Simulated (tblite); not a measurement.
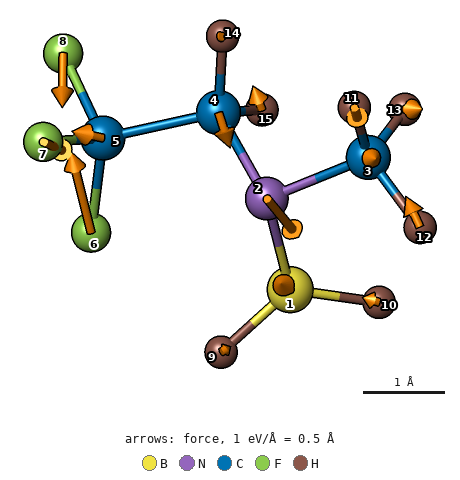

Starting geometry of C₃H₇BF₃N with the computed forces as orange arrows. Style: ball-and-stick. Shown at a tilt.

Theory: GFN2-xTB geometry optimisation, gas phase (tblite). 

**Is this structure relaxed? If not, where do the atoms go?**

It isn't relaxed: the largest force vector, on F6, is 2.35 eV/Å. The final displacements have little in common with the starting forces (cosine between the two patterns 0.21). The energy falls by 170.8 kJ/mol in 170 geometry steps. The atom that moves furthest after the best rigid fit is H9 (1.46 Å). By element the largest moves are H 1.46 Å, F 1.15 Å, N 0.79 Å, C 0.50 Å, B 0.48 Å. Among the contacts that change: B1–N2 1.538 → 1.384 Å, C5–F7 1.402 → 1.343 Å, C5–F6 1.387 → 1.336 Å, C5–F8 1.379 → 1.344 Å. Among the angles between lasting bonds that change: B1–N2–C4 104.5° → 122.6°, B1–N2–C3 109.1° → 124.1°, C3–N2–C4 107.3° → 113.3°. Cost: 0.64 s on 1 thread of AMD EPYC 9R45 96-Core Processor, on a shared host.
